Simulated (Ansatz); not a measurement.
Electronic density of states of amorphous Si$_{24}$O$_{50}$Ti, density 2.24 g/cm³, on a 2×2×2 Γ-centred mesh with a Gaussian width of 0.1 eV; energies count from the Fermi level, whose place inside the gap is arbitrary. Cell and mesh are small, so fine structure isn't converged. Computed with PBE, scalar-relativistic without spin-orbit coupling (plane waves to 420 eV, PAW; Ansatz, an electronic-structure program). Sampling: a 2×2×2 Γ-centred mesh; Fermi-Dirac width 0.02 eV; no spin polarisation. At PBE the levels at both edges of the gap are localised (band-tail or defect states), and the nearest spread-out levels lie 5.2 eV apart at the zone centre.

The cell was made by melting and quenching with the CHGNet potential and then relaxed with DFT. O atoms were pushed apart under 1.9 Å during the dynamics, to hinder bonds among them. The hot cell started wider than the set density and was brought back towards it in steps. It is the lowest in DFT energy of 2 quenches. It is a model cell: composition and starting density were chosen by hand, and all elements were melted together. No dispersion term was used. Its density started from a set value of 2.24 and ended at 2.24 g/cm³. Cooling (nominally 480 K/ps over its main leg) ran many orders faster than in experiment, which tends to leave more defects and strain. A cell of this size samples the disorder only roughly. The volume was held where the preparation left it and the shape relaxed, at a PBE pressure of -0.9 GPa (tension). Stress components on the final sampling reach 0.9 GPa.

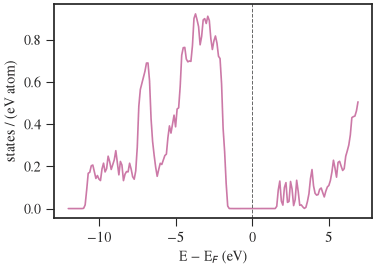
Figure: Density of states per atom

The gap between localised states on this mesh is 3.54 eV; the broadening fills part of it in the curve.
